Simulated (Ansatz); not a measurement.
**Geometry relaxation of SnH$_{7}$OF (part 2 of 3)**

The same run, continued: SnH$_{7}$OF; RKS PBE0-D4/def2-TZVP (Ansatz 0.2.0). The geometry is a transition state displaced along its imaginary mode. The reaction was set up to form Sn1–F7, H6–O9 and H2–H8 and to break Sn1–H2, H6–F7 and H8–O9 (atoms counted from 1 in the order of the input); sticks are drawn by distance alone.

Geometry of the input (Å):
```
Sn -0.8035  1.2565  -0.0276
H  -0.1951  -0.6065  -1.0472
H  -1.6687  1.1691  -1.5967
H  -2.0332  1.0827  1.1112
H  0.2409  2.5710  -0.2125
H  1.2623  -0.9871  0.7390
F  0.3608  0.4298  1.2155
H  0.2346  -0.8545  -0.7875
O  1.4958  -1.6321  0.1451
H  1.1061  -2.4287  0.4607
```

## What the program printed, continued
```
relax step  72: F+E_penalty+E_count = -10706.60753352 eV  Δ(F+E_penalty+E_count) = -3.693e-5 eV  max|allowed force component| = 8.976e-2 eV/Å  Δτ_max = 0.0742 Å  (30 SCF iters, accepted)
relax step  73: F+E_penalty+E_count = -10706.60761909 eV  Δ(F+E_penalty+E_count) = -8.556e-5 eV  max|allowed force component| = 4.706e-2 eV/Å  Δτ_max = 0.0167 Å  (30 SCF iters, accepted)
relax step  74: F+E_penalty+E_count = -10706.60769001 eV  Δ(F+E_penalty+E_count) = -7.092e-5 eV  max|allowed force component| = 7.080e-3 eV/Å  Δτ_max = 0.0116 Å  (32 SCF iters, accepted)
relax step  75: F+E_penalty+E_count = -10706.60769532 eV  Δ(F+E_penalty+E_count) = -5.318e-6 eV  max|allowed force component| = 5.930e-3 eV/Å  Δτ_max = 0.0022 Å  (33 SCF iters, accepted)
relax step  76: F+E_penalty+E_count = -10706.60779230 eV  Δ(F+E_penalty+E_count) = -9.697e-5 eV  max|allowed force component| = 1.857e-2 eV/Å  Δτ_max = 0.0222 Å  (32 SCF iters, accepted)
relax step  77: F+E_penalty+E_count = -10706.60734222 eV  Δ(F+E_penalty+E_count) = +4.501e-4 eV  max|allowed force component| = 1.857e-1 eV/Å  Δτ_max = 0.0848 Å  (29 SCF iters, rejected (line search))
relax step  78: F+E_penalty+E_count = -10706.60796505 eV  Δ(F+E_penalty+E_count) = -1.728e-4 eV  max|allowed force component| = 4.147e-2 eV/Å  Δτ_max = 0.0413 Å  (31 SCF iters, accepted)
relax step  79: F+E_penalty+E_count = -10706.60796165 eV  Δ(F+E_penalty+E_count) = +3.400e-6 eV  max|allowed force component| = 9.674e-2 eV/Å  Δτ_max = 0.0535 Å  (31 SCF iters, rejected (line search))
relax step  80: F+E_penalty+E_count = -10706.60809287 eV  Δ(F+E_penalty+E_count) = -1.278e-4 eV  max|allowed force component| = 4.162e-2 eV/Å  Δτ_max = 0.0261 Å  (31 SCF iters, accepted)
relax step  81: F+E_penalty+E_count = -10706.60806081 eV  Δ(F+E_penalty+E_count) = +3.206e-5 eV  max|allowed force component| = 4.908e-2 eV/Å  Δτ_max = 0.0496 Å  (31 SCF iters, rejected (line search))
relax step  82: F+E_penalty+E_count = -10706.60821693 eV  Δ(F+E_penalty+E_count) = -1.241e-4 eV  max|allowed force component| = 1.220e-2 eV/Å  Δτ_max = 0.0243 Å  (31 SCF iters, accepted)
relax step  83: F+E_penalty+E_count = -10706.60809704 eV  Δ(F+E_penalty+E_count) = +1.199e-4 eV  max|allowed force component| = 3.376e-2 eV/Å  Δτ_max = 0.0246 Å  (30 SCF iters, rejected (line search))
relax step  84: F+E_penalty+E_count = -10706.60830242 eV  Δ(F+E_penalty+E_count) = -8.549e-5 eV  max|allowed force component| = 9.147e-3 eV/Å  Δτ_max = 0.0120 Å  (31 SCF iters, accepted)
relax step  85: F+E_penalty+E_count = -10706.60835468 eV  Δ(F+E_penalty+E_count) = -5.226e-5 eV  max|allowed force component| = 9.548e-3 eV/Å  Δτ_max = 0.0122 Å  (31 SCF iters, accepted)
relax step  86: F+E_penalty+E_count = -10706.60842810 eV  Δ(F+E_penalty+E_count) = -7.342e-5 eV  max|allowed force component| = 1.339e-2 eV/Å  Δτ_max = 0.0183 Å  (30 SCF iters, accepted)
relax step  87: F+E_penalty+E_count = -10706.60853268 eV  Δ(F+E_penalty+E_count) = -1.046e-4 eV  max|allowed force component| = 9.773e-3 eV/Å  Δτ_max = 0.0275 Å  (31 SCF iters, accepted)
relax step  88: F+E_penalty+E_count = -10706.60862730 eV  Δ(F+E_penalty+E_count) = -9.462e-5 eV  max|allowed force component| = 3.384e-2 eV/Å  Δτ_max = 0.0413 Å  (31 SCF iters, accepted)
relax step  89: F+E_penalty+E_count = -10706.60868230 eV  Δ(F+E_penalty+E_count) = -5.500e-5 eV  max|allowed force component| = 2.954e-2 eV/Å  Δτ_max = 0.0203 Å  (31 SCF iters, accepted)
relax step  90: F+E_penalty+E_count = -10706.60860066 eV  Δ(F+E_penalty+E_count) = +8.164e-5 eV  max|allowed force component| = 4.489e-2 eV/Å  Δτ_max = 0.0587 Å  (30 SCF iters, rejected (line search))
relax step  91: F+E_penalty+E_count = -10706.60874767 eV  Δ(F+E_penalty+E_count) = -6.537e-5 eV  max|allowed force component| = 1.856e-2 eV/Å  Δτ_max = 0.0287 Å  (30 SCF iters, accepted)
relax step  92: F+E_penalty+E_count = -10706.60876585 eV  Δ(F+E_penalty+E_count) = -1.818e-5 eV  max|allowed force component| = 2.407e-2 eV/Å  Δτ_max = 0.0462 Å  (29 SCF iters, accepted)
relax step  93: F+E_penalty+E_count = -10706.60878956 eV  Δ(F+E_penalty+E_count) = -2.372e-5 eV  max|allowed force component| = 1.287e-2 eV/Å  Δτ_max = 0.0148 Å  (32 SCF iters, accepted)
relax step  94: F+E_penalty+E_count = -10706.60884386 eV  Δ(F+E_penalty+E_count) = -5.430e-5 eV  max|allowed force component| = 1.051e-2 eV/Å  Δτ_max = 0.0068 Å  (31 SCF iters, accepted)
relax step  95: F+E_penalty+E_count = -10706.60884769 eV  Δ(F+E_penalty+E_count) = -3.825e-6 eV  max|allowed force component| = 1.060e-2 eV/Å  Δτ_max = 0.0060 Å  (32 SCF iters, accepted)
relax step  96: F+E_penalty+E_count = -10706.60885235 eV  Δ(F+E_penalty+E_count) = -4.659e-6 eV  max|allowed force component| = 8.774e-3 eV/Å  Δτ_max = 0.0105 Å  (32 SCF iters, accepted)
relax step  97: F+E_penalty+E_count = -10706.60885368 eV  Δ(F+E_penalty+E_count) = -1.331e-6 eV  max|allowed force component| = 6.619e-3 eV/Å  Δτ_max = 0.0020 Å  (32 SCF iters, accepted)
these checks for a lower state are left out or cut short: starts, cluster_reference, orbital_swaps, neighbouring_geometries, increment
1076 factors; their error is unknown
mean field -10706.50031884 eV, -393.4566295909 hartree, gradient 1.8e-5 eV, S^2 0.000000; 0 other end points of the search recorded, 0 dependent functions left out
the calculation of the forces begins
reference -10706.50035633 eV, -393.4566309685 hartree; 23, 23 occupied and 131, 131 virtual orbitals, 1076 factors
relax step  98: F+E_penalty+E_count = -10706.60885488 eV  Δ(F+E_penalty+E_count) = -1.199e-6 eV  max|allowed force component| = 4.150e-3 eV/Å  Δτ_max = 0.0015 Å  (32 SCF iters, accepted)
1076 factors; their error is unknown
mean field evaluation 704: about -10706.5003 eV, gradient 1.8e-5 eV
```

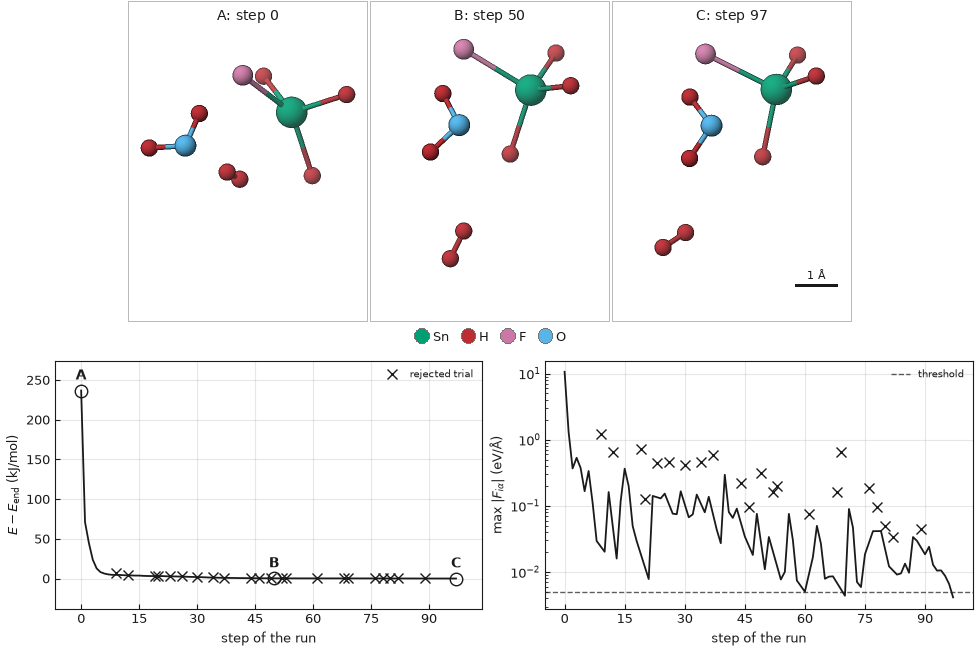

Fig. 1: Frames of the relaxation (ball-and-stick view, seen at a tilt) above the curves, on which the letters mark them (the first geometry is step 0 here and step 1 in the log).

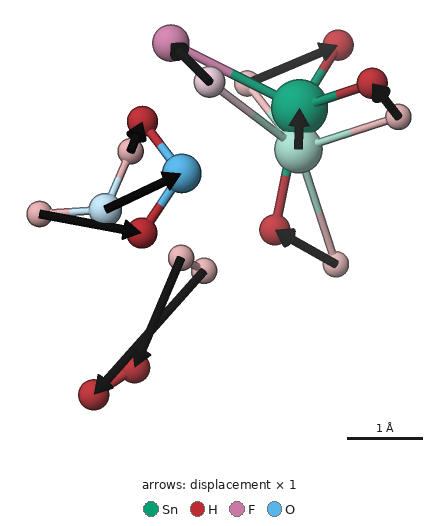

Fig. 2: Start (faint) and end (solid) with the displacements as black arrows, at true length (ball-and-stick view, seen at a tilt). The two geometries are laid on each other by the best rigid fit. The energy falls by 236.7 kJ/mol in 97 geometry steps. Largest force component: 11 eV/Å at the start, 0.0042 eV/Å at the end. The line search rejected the trial steps at points 9, 12, 19, 20, 23, 26, 30, 34 and more (counted from 0) and went back. H2 moves most after the best rigid fit: 2.26 Å. By element the largest moves are H 2.26 Å, O 1.14 Å, F 1.09 Å, Sn 0.56 Å. Among the contacts that change: H2–H8 0.560 → 0.747 Å, Sn1–H3 1.794 → 1.699 Å, H6–O9 0.907 → 0.967 Å, Sn1–F7 1.893 → 1.950 Å. Among the angles that change: H3–Sn1–F7 148.2° → 106.6°, H5–Sn1–F7 91.8° → 107.1°, H4–Sn1–H5 127.3° → 112.7°. (Atoms are counted from 1 in the order of the input.)

```
mean field -10706.50031884 eV, -393.4566295909 hartree, gradient 1.8e-5 eV, S^2 0.000000; 1 other end points of the search recorded, 0 dependent functions left out
the calculation of the forces begins
reference -10706.50035633 eV, -393.4566309685 hartree; 23, 23 occupied and 131, 131 virtual orbitals, 1076 factors
Total energy: -10706.60889236 eV, -393.4606195942 hartree
Atom 0 at    -0.714943     1.458350     0.552505 Å, force     0.000268    -0.000549     0.001112 eV/Å
Atom 1 at     0.164015    -2.425871    -2.253394 Å, force    -0.001648     0.004056     0.001105 eV/Å
Atom 2 at    -1.072927     0.701978    -0.925588 Å, force    -0.000098    -0.000151    -0.000310 eV/Å
Atom 3 at    -2.045057     2.359640     1.134108 Å, force    -0.000076     0.000030     0.000045 eV/Å
Atom 4 at     0.743645     2.314438     0.643486 Å, force    -0.000010     0.000013    -0.000023 eV/Å
Atom 5 at     0.939620    -0.815585     1.080263 Å, force     0.000689     0.001282     0.000057 eV/Å
Atom 6 at    -0.633799     0.046012     1.893977 Å, force    -0.000005     0.000800    -0.000713 eV/Å
Atom 7 at    -0.126423    -1.758550    -2.084118 Å, force     0.001826    -0.004150    -0.001100 eV/Å
Atom 8 at     1.429930    -0.573018     0.283313 Å, force    -0.001717    -0.002789     0.000229 eV/Å
Atom 9 at     1.315937    -1.307296    -0.324454 Å, force     0.000771     0.001459    -0.000401 eV/Å
Dipole moment:    -0.124809     0.029814    -0.386779 e Å
```

## Trajectory as extended XYZ (Å, eV, eV/Å), 22 of the 98 frames kept, from step=1 to step=98
```
10
Properties=species:S:1:pos:R:3:forces:R:3 step=1 energy=-10704.15524
Sn   -0.8035    1.2565   -0.0276   -1.7956   1.5823  -1.4171
H    -0.1951   -0.6065   -1.0472  -10.6502   5.9458  -6.7415
H    -1.6687    1.1691   -1.5967    0.6198  -0.4069   0.5800
H    -2.0332    1.0827    1.1112   -0.4027   0.2623   0.1703
H     0.2409    2.5710   -0.2125    0.0012   0.3352   0.0112
H     1.2623   -0.9871    0.7390   -0.7747   2.6817   2.5385
F     0.3608    0.4298    1.2155    1.2735  -1.1662   0.9144
H     0.2346   -0.8545   -0.7875   10.0604  -5.8558   5.9232
O     1.4958   -1.6321    0.1451    1.9333  -2.4378  -2.3132
H     1.1061   -2.4287    0.4607   -0.2650  -0.9406   0.3343
10
Properties=species:S:1:pos:R:3:forces:R:3 step=6 energy=-10706.52545
Sn   -0.9849    1.6679    0.1953    0.0011   0.0466   0.0419
H    -0.2911   -1.0602   -1.7946   -0.1145   0.0113  -0.1364
H    -1.4302    1.0163   -1.3067   -0.0154   0.0280   0.0439
H    -2.2380    1.7595    1.3391   -0.0234   0.0051  -0.0268
H    -0.0282    3.0664    0.1024    0.0021   0.0237  -0.0175
H     1.3690   -1.0701    0.7202    0.1153  -0.1438  -0.1027
F     0.2128    0.3721    1.0023   -0.0030  -0.0221   0.0231
H     0.2788   -1.2955   -1.3768    0.1228  -0.0774   0.0607
O     1.8216   -1.8641    0.3932   -0.1668   0.0874   0.1417
H     1.2901   -2.5925    0.7257    0.0819   0.0413  -0.0280
10
Properties=species:S:1:pos:R:3:forces:R:3 step=10 energy=-10706.53916 accepted=F
Sn   -0.9704    1.7398    0.3507    0.0422  -0.1227   0.1113
H    -0.2194   -1.4858   -2.2820    0.0831  -0.0227   0.0838
H    -1.3780    0.9974   -1.1197    0.0083   0.0151   0.0126
H    -2.3015    2.0706    1.3620    0.0644  -0.0044  -0.0430
H     0.1492    3.0138    0.2260   -0.0229  -0.0421   0.0101
H     1.1347   -0.9889    0.7397    0.2671  -0.2809  -0.2130
F    -0.0093    0.3532    1.3339   -0.0874   0.1385  -0.0853
H     0.2788   -1.5968   -1.7278   -0.0839   0.0168  -0.0901
O     1.6897   -1.6461    0.2764   -0.3717  -0.9048   1.0686
H     1.6262   -2.4571    0.8409    0.1007   1.2071  -0.8548
10
Properties=species:S:1:pos:R:3:forces:R:3 step=15 energy=-10706.57051
Sn   -0.9581    1.7128    0.3811    0.0145   0.0135  -0.0127
H    -0.2062   -1.5626   -2.3450    0.0353  -0.0066   0.0357
H    -1.3366    0.9254   -1.0727   -0.0079  -0.0145   0.0194
H    -2.3024    2.1228    1.3388    0.0221  -0.0207  -0.0076
H     0.1824    2.9611    0.2214    0.0036  -0.0049   0.0140
H     1.1329   -0.9462    0.7942    0.0310  -0.0407  -0.0372
F    -0.0352    0.3708    1.4436   -0.0188   0.0115  -0.0097
H     0.2755   -1.6075   -1.7701   -0.0356   0.0022  -0.0413
O     1.6518   -1.5711    0.2672   -0.0539  -0.0578   0.1093
H     1.5958   -2.4055    0.7417    0.0098   0.1181  -0.0699
10
Properties=species:S:1:pos:R:3:forces:R:3 step=19 energy=-10706.57664
Sn   -0.9244    1.6838    0.4131    0.0115  -0.0043  -0.0099
H    -0.1864   -1.6676   -2.4454    0.0120  -0.0012   0.0156
H    -1.2812    0.8267   -1.0053   -0.0049  -0.0059   0.0069
H    -2.2846    2.1892    1.2974   -0.0015   0.0008  -0.0014
H     0.2714    2.8765    0.2402    0.0038  -0.0023   0.0069
H     1.0359   -0.9112    0.8619    0.0009  -0.0157   0.0054
F    -0.1064    0.3659    1.5867   -0.0029   0.0013   0.0030
H     0.2486   -1.6362   -1.8347   -0.0137  -0.0017  -0.0215
O     1.5497   -1.4372    0.2337    0.0026   0.0293  -0.0200
H     1.6773   -2.2898    0.6525   -0.0077  -0.0004   0.0149
10
Properties=species:S:1:pos:R:3:forces:R:3 step=24 energy=-10706.57844 accepted=F
Sn   -0.8794    1.6198    0.4463    0.0346  -0.0784   0.0925
H    -0.1831   -1.7833   -2.5376    0.0918   0.0302   0.1375
H    -1.2077    0.6749   -0.9234   -0.0176   0.0222   0.0242
H    -2.2514    2.2610    1.2280    0.0504  -0.0176  -0.0464
H     0.3977    2.7259    0.2634   -0.0255  -0.0135   0.0089
H     0.9585   -0.8394    0.9492    0.1961  -0.1625  -0.2976
F    -0.2065    0.3420    1.7616   -0.0389   0.0825  -0.0823
H     0.2164   -1.6416   -1.9137   -0.0922  -0.0310  -0.1366
O     1.4594   -1.2360    0.2113   -0.1046  -0.2141   0.4451
H     1.6961   -2.1230    0.5150   -0.0940   0.3823  -0.1453
10
Properties=species:S:1:pos:R:3:forces:R:3 step=29 energy=-10706.58704
Sn   -0.8715    1.5833    0.4490   -0.0107  -0.0038   0.0158
H    -0.1616   -1.7928   -2.5338    0.0032  -0.0013   0.0022
H    -1.2752    0.6379   -0.8981    0.0026   0.0027  -0.0001
H    -2.2052    2.3270    1.2011    0.0192  -0.0034  -0.0070
H     0.4642    2.6116    0.2483   -0.0042  -0.0156  -0.0004
H     0.9375   -0.8462    0.9838    0.0357  -0.0295  -0.0507
F    -0.2870    0.2992    1.7919   -0.0054   0.0123  -0.0096
H     0.2144   -1.6185   -1.9096   -0.0036   0.0004  -0.0033
O     1.4563   -1.1531    0.2253   -0.0208  -0.0316   0.0748
H     1.7280   -2.0481    0.4420   -0.0161   0.0698  -0.0217
10
Properties=species:S:1:pos:R:3:forces:R:3 step=33 energy=-10706.59311
Sn   -0.8633    1.5293    0.4499    0.0413  -0.0087  -0.0031
H    -0.1426   -1.8156   -2.5361    0.0129   0.0058   0.0227
H    -1.3417    0.5911   -0.8778   -0.0076  -0.0008   0.0042
H    -2.1302    2.4008    1.1765   -0.0097   0.0067   0.0038
H     0.5537    2.4368    0.2309   -0.0085  -0.0094  -0.0012
H     0.9059   -0.8436    1.0320    0.0395   0.0011  -0.0510
F    -0.3963    0.2376    1.8314   -0.0153   0.0002  -0.0042
H     0.2028   -1.5881   -1.9111   -0.0112  -0.0066  -0.0223
O     1.4507   -1.0229    0.2513   -0.0357  -0.0351   0.0744
H     1.7610   -1.9253    0.3532   -0.0056   0.0467  -0.0235
```
